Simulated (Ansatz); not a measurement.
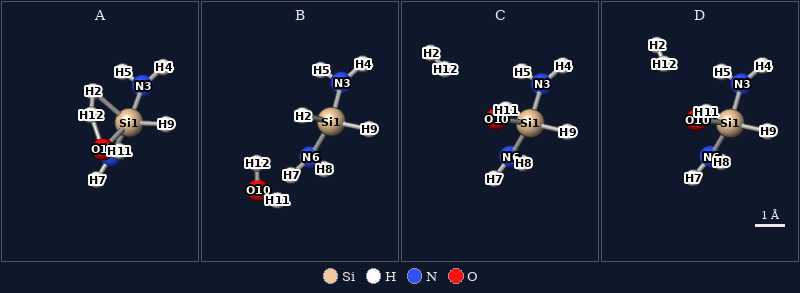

4 geometries from a converged minimum-energy path of SiN2H8O, shuffled. Style: ball-and-stick. Shown from a free direction.

Theory: RKS PBE0-D4/6-31G* (Ansatz). Run with 5 movable images; climbing image; force threshold 0.03 eV/Å; iteration limit 60; starting path through a guess of the saddle point.

**Which frame is the top of the path?**

A. In order along the path, whose images run from 0 to 6: B (image 0, 0.0 kcal/mol), A (image 3, +35.7 kcal/mol), D (image 5, −18.3 kcal/mol), C (image 6, −18.7 kcal/mol). Breaking: O10–H12 (0.97 → 1.26 at the top → 2.48 Å), Si1–H2 (1.51 → 1.80 at the top → 4.37 Å). Forming: H2–H12 (2.30 → 0.99 at the top → 0.75 Å), Si1–O10 (3.67 → 1.93 at the top → 1.67 Å).

Cost: 5.5 min on 1 thread of Arm Neoverse V1, with other jobs on the host, peak memory 0.15 GiB.
